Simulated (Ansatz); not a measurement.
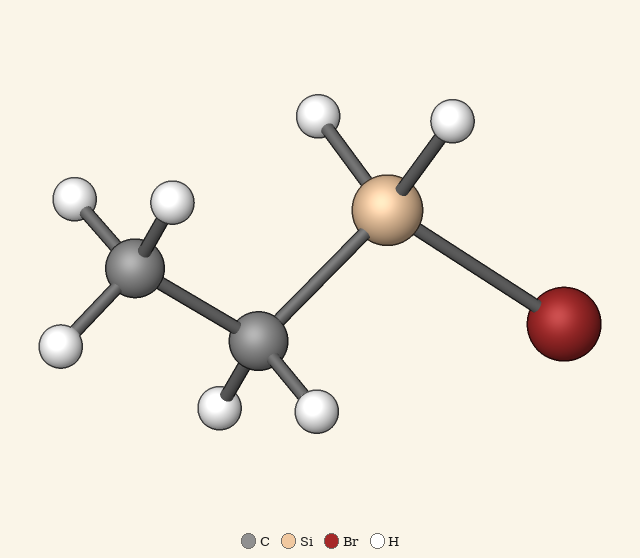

Sticks follow a distance rule. Harmonic vibrations computed with RKS PBE0-D4/def2-TZVP (Ansatz 0.2.0) at a stationary point of the same level.

**Minimum or transition state?**

A minimum: no imaginary frequency, and the lowest mode lies at 69 cm⁻¹.

**List the wavenumbers.**

27 modes: 69, 118, 198, 244, 442, 489, 642, 694, 771, 830, 952, 984, 993, 1040, 1254, 1260, 1407, 1443, 1493, 1498, 2230, 2237, 3046, 3056, 3097, 3118, 3121 cm⁻¹.
